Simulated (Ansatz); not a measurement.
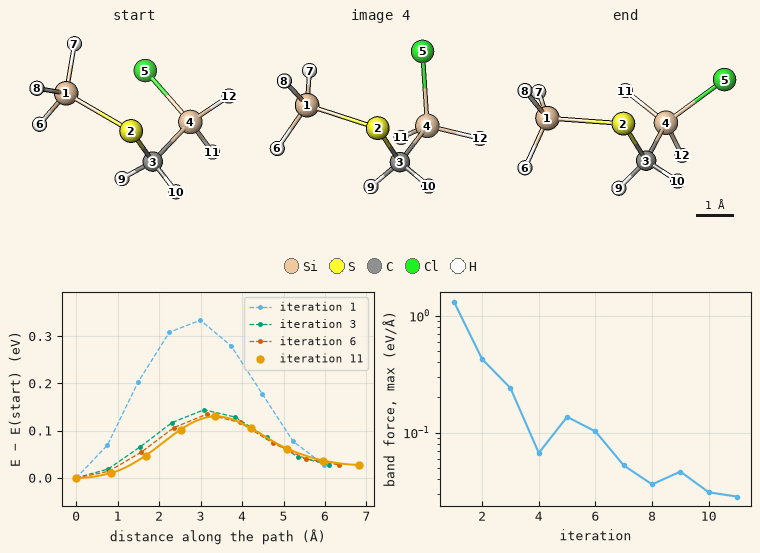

A search for the minimum-energy path of CH7ClSSi2 by the nudged elastic band. Images are numbered from 0 (start) to 8 (end). The plot follows the band through its iterations. The picture is a ball-and-stick view, seen at a tilt.

The calculation used RKS PBE/def2-SVP (Ansatz).

Input
```yaml
crystal:
  periodic: [false, false, false]
  atoms:
    - { symbol: Si, position_ang: [-2.073281, 0.667764, -0.131122] }
    - { symbol: S, position_ang: [-1.082817, -1.172983, 0.448418] }
    - { symbol: C, position_ang: [0.559113, -1.073459, -0.395027] }
    - { symbol: Si, position_ang: [1.861919, -0.067764, 0.538184] }
    - { symbol: Cl, position_ang: [1.357042, 1.958817, 0.448008] }
    - { symbol: H, position_ang: [-1.721415, 0.990716, -1.559049] }
    - { symbol: H, position_ang: [-1.777902, 1.854107, 0.74097] }
    - { symbol: H, position_ang: [-3.535647, 0.338042, -0.015245] }
    - { symbol: H, position_ang: [0.443815, -0.711837, -1.438678] }
    - { symbol: H, position_ang: [0.911876, -2.125709, -0.460797] }
    - { symbol: H, position_ang: [3.20723, -0.226321, -0.11807] }
    - { symbol: H, position_ang: [1.926968, -0.486674, 1.976208] }
basis:
  gaussian: { orbitals: def2-SVP }
hamiltonian:
  xc: pbe
neb:
  order_check: false
  images: 7
  f_tol: 0.03
  max_iterations: 60
  initial_path: linear
  final_atoms:
    - { symbol: Si, position_ang: [-2.05833091, 0.67896497, -0.45407344] }
    - { symbol: S, position_ang: [-1.14060666, -0.92424277, 0.66209832] }
    - { symbol: C, position_ang: [0.501833, -1.04671295, -0.18770602] }
    - { symbol: Si, position_ang: [1.81421492, 0.08877904, 0.57458174] }
    - { symbol: Cl, position_ang: [2.18826529, -0.50429795, 2.53434416] }
    - { symbol: H, position_ang: [-2.12827378, 0.33589994, -1.92024238] }
    - { symbol: H, position_ang: [-1.32316427, 1.98652378, -0.31919446] }
    - { symbol: H, position_ang: [-3.438839, 0.8072527, 0.12045644] }
    - { symbol: H, position_ang: [0.40032722, -0.85803761, -1.27868884] }
    - { symbol: H, position_ang: [0.82134064, -2.10395653, -0.07988392] }
    - { symbol: H, position_ang: [1.34166129, 1.5118604, 0.58248529] }
    - { symbol: H, position_ang: [3.09847327, -0.02733403, -0.20037688] }
```

Command:
```bash
ansatz run input.yaml --threads 2 --pin off --max-ram 3072MiB --backend cpu --events-out ev --progress --plain --runs-dir out
```

> Did the band converge, and can the barrier be trusted?

The run is converged, with reservations. The band converged in 11 iterations. The largest component of the band force went from 1.3 to 0.028 eV/Å. The climbing image converged on the top of the path. Its curvatures weren't checked. The straight starting path can push atoms close together and costs iterations. The first iteration put the highest image at 0.334 eV. Forward barrier 0.130 eV, backward barrier 0.103 eV, with image 4 at the top; the reaction energy is +0.028 eV.
